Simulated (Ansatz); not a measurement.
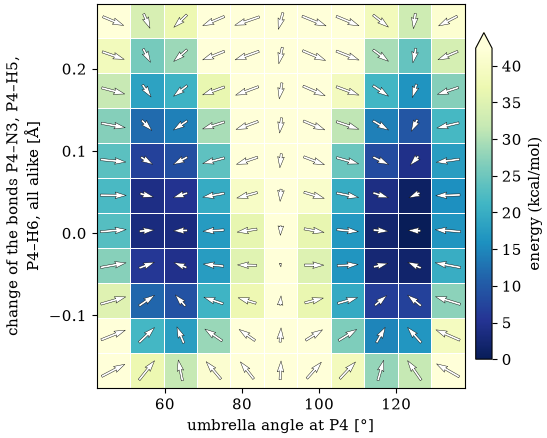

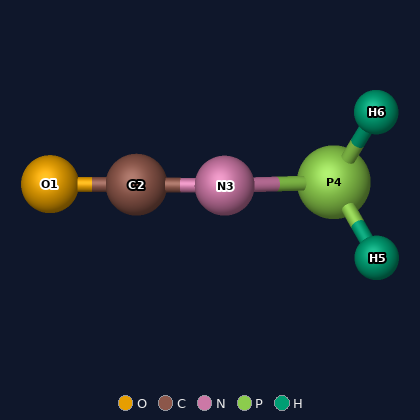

Energy landscape of CH2NOP, SMILES O=C=NP. First axis: umbrella angle at P4 (between each of its bonds and their common axis; 90 is planar). Second axis: change of the bonds P4–N3, P4–H5, P4–H6, all alike. Nothing is relaxed (all other coordinates rigid). Grid: 11 × 11 points. Points are written as (first, second). Energies are in kcal/mol, from the lowest grid point. Energies and slopes of some neighbouring points disagree (a jump in structure or state, or too coarse a mesh). The calculation used RKS r2SCAN-D4/def2-TZVP (Ansatz 0.2.0).

The picture shows one coloured cell a grid point, arrows along the force (downhill), their lengths compressed, one colour for all values above the top of the scale. The second picture is the structure at the lowest point.

> What does the map say about the system?

The lowest grid point is at (124.7°, 0.003 Å). Other grid points that lie below all their neighbours: (64.0°, 0.003 Å) (3.4 kcal/mol higher). The highest grid point, (90.0°, 0.258 Å), lies 95.7 kcal/mol above the lowest.

The values on the grid:

| second ↓, first → | 46.6 | 55.3 | 64.0 | 72.6 | 81.3 | 90.0 | 98.7 | 107.4 | 116.0 | 124.7 | 133.4 |
| --- | --- | --- | --- | --- | --- | --- | --- | --- | --- | --- | --- |
| 0.258 | 45.8 | 34.1 | 37.1 | 52.5 | 77.4 | 95.7 | 82.2 | 56.2 | 38.4 | 32.8 | 41.4 |
| 0.216 | 38.4 | 25.8 | 28.7 | 44.3 | 68.8 | 85.0 | 72.5 | 47.3 | 29.6 | 24.2 | 33.8 |
| 0.173 | 31.9 | 18.2 | 20.8 | 36.5 | 60.2 | 74.5 | 62.9 | 38.8 | 21.3 | 16.3 | 27.0 |
| 0.131 | 26.9 | 12.0 | 14.1 | 29.6 | 52.4 | 65.1 | 54.3 | 31.3 | 14.1 | 9.7 | 21.6 |
| 0.088 | 23.4 | 7.1 | 8.6 | 23.8 | 45.3 | 56.7 | 46.6 | 24.7 | 8.1 | 4.4 | 17.7 |
| 0.046 | 21.9 | 4.1 | 5.0 | 19.6 | 39.9 | 50.1 | 40.5 | 19.9 | 4.0 | 1.1 | 15.9 |
| 0.003 | 23.0 | 3.5 | 3.4 | 17.3 | 36.2 | 45.4 | 36.4 | 16.9 | 1.9 | 0.0 | 16.4 |
| −0.039 | 27.1 | 5.7 | 4.6 | 17.5 | 35.2 | 43.4 | 34.9 | 16.5 | 2.5 | 1.7 | 20.0 |
| −0.082 | 35.0 | 11.5 | 9.2 | 21.0 | 37.3 | 44.8 | 36.6 | 19.5 | 6.5 | 7.1 | 27.3 |
| −0.124 | 47.2 | 21.5 | 17.8 | 28.5 | 43.5 | 50.2 | 42.4 | 26.4 | 14.6 | 16.6 | 39.0 |
| −0.167 | 65.3 | 37.1 | 31.8 | 41.2 | 54.9 | 60.9 | 53.5 | 38.6 | 28.1 | 31.7 | 56.4 |

Each point was launched as `ansatz run input.yaml --threads 1 --pin off --max-ram 2560MiB --backend cpu --events-out ev --progress --plain --runs-dir out`. The whole map (121 points run) took 8.1 min on 1 thread of Intel(R) Xeon(R) 6975P-C (Granite Rapids), with other jobs on the host.
